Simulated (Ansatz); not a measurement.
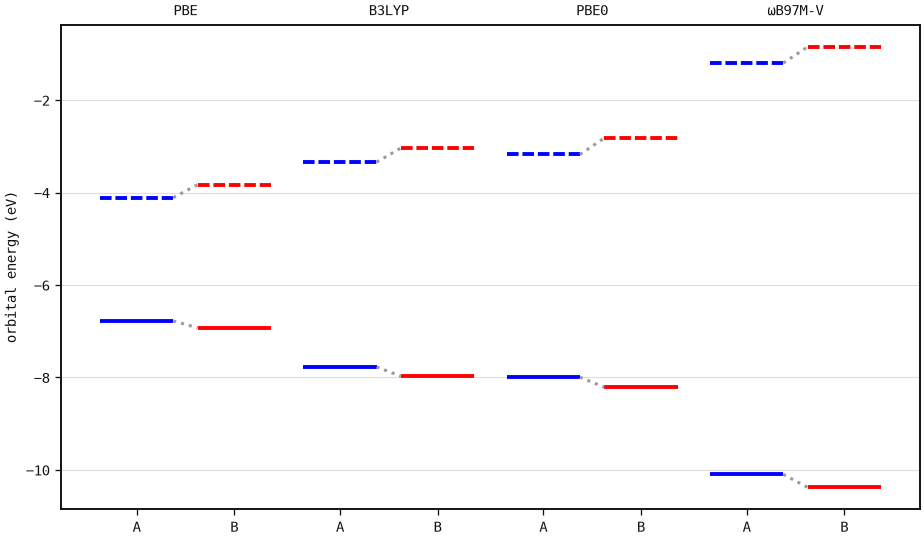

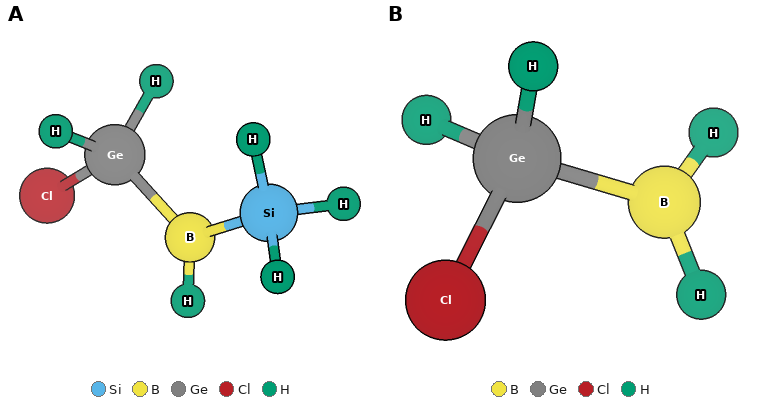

One change: A, BGeSiH₆Cl (SMILES [SiH3][BH][GeH2][Cl]), becomes B, BGeH₄Cl (SMILES [BH2][GeH2][Cl]). SiH₃ on B is replaced by H. HOMO (solid) and LUMO (dashed) computed in def2-TZVPP at PBE0-D4/def2-TZVP geometries, both minima by their frequencies, gas phase, the Ansatz code.

What does the change do to HOMO and LUMO?

Answer. PBE: the HOMO falls by 0.15 eV, the LUMO rises by 0.28 eV, and the separation goes from 2.67 to 3.10 eV. B3LYP: the HOMO falls by 0.20 eV, the LUMO rises by 0.31 eV, and the separation goes from 4.43 to 4.94 eV. PBE0: the HOMO falls by 0.22 eV, the LUMO rises by 0.35 eV, and the separation goes from 4.82 to 5.39 eV. ωB97M-V: the HOMO falls by 0.28 eV, the LUMO rises by 0.35 eV, and the separation goes from 8.90 to 9.53 eV.

Do the functionals agree on the effect?

Answer. They agree on the direction for both levels; the HOMO shift lies between −0.28 and −0.15 eV and the LUMO shift between 0.28 and 0.35 eV, while the separations themselves differ by up to 6.4 eV between functionals.

Caveats: one conformer of each flexible molecule.
